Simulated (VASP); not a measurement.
Band structure of Os (hcp). All values below come from optB88-vdW, VASP's PBE PAW potentials (set 64) (plane waves; VASP).

Unless said otherwise, spin-orbit coupling is left out, though it shifts the bands of the heavy elements here.

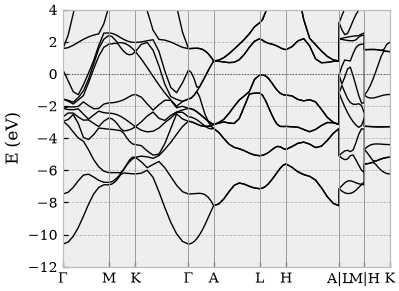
Figure: Bands along high-symmetry lines, zero at the valence-band maximum or, without a gap, the Fermi level

Read the plot: is there a gap, and where are the band edges?

It has no gap at this level: it comes out as a metal or semimetal. (Edges off the drawn lines would not show.)

The compound is Os in the hcp structure. It was relaxed first.
